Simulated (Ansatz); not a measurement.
```sh
ansatz run in.yaml --threads 2 --pin off --events-out ev --progress --plain --max-ram 4352MiB
```

```yaml
crystal:
  periodic: [false, false, false]
  atoms:
    - {symbol: B, position_ang: [-1.485814, 0.520723, -0.041612]}
    - {symbol: C, position_ang: [-0.408376, -0.522494, -0.378704]}
    - {symbol: Si, position_ang: [1.266505, -0.009985, 0.278358]}
    - {symbol: F, position_ang: [2.319420, -1.146496, -0.128849]}
    - {symbol: H, position_ang: [-1.699281, 1.439073, -0.779707]}
    - {symbol: H, position_ang: [-2.092608, 0.461782, 0.988920]}
    - {symbol: H, position_ang: [-0.235892, -0.642527, -1.454189]}
    - {symbol: H, position_ang: [-0.579945, -1.497772, 0.090576]}
    - {symbol: H, position_ang: [1.269375, 0.086593, 1.757192]}
    - {symbol: H, position_ang: [1.729716, 1.259901, -0.329185]}
basis:
  gaussian: {orbitals: "def2-QZVPP.json"}
correlation: {method: mp2}
```

Describe the molecule in this file.

The molecule is CH₆BFSi. As SMILES it reads `BC[SiH2]F`. It has no ring. Among its groups: Si–H bond, B–H bond. The point group is Cs. Coordination: 1 B trigonal planar; 1 C tetrahedral; 1 Si tetrahedral.

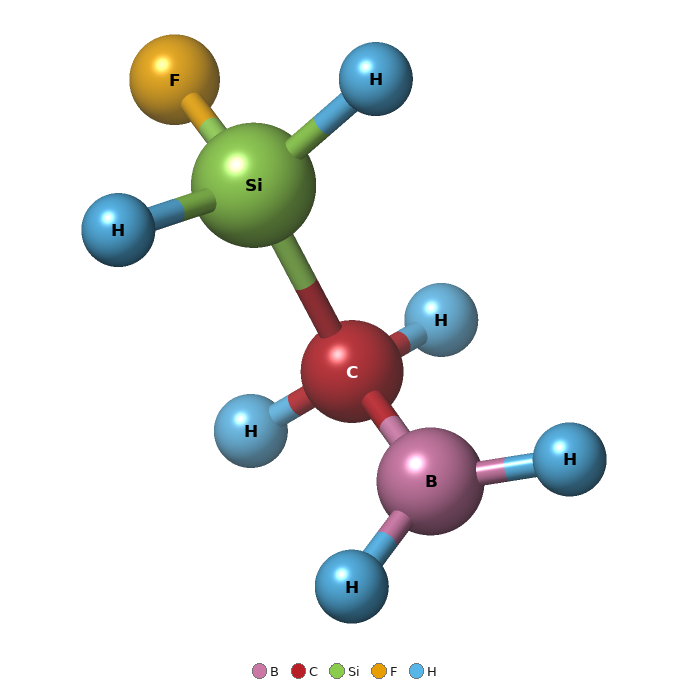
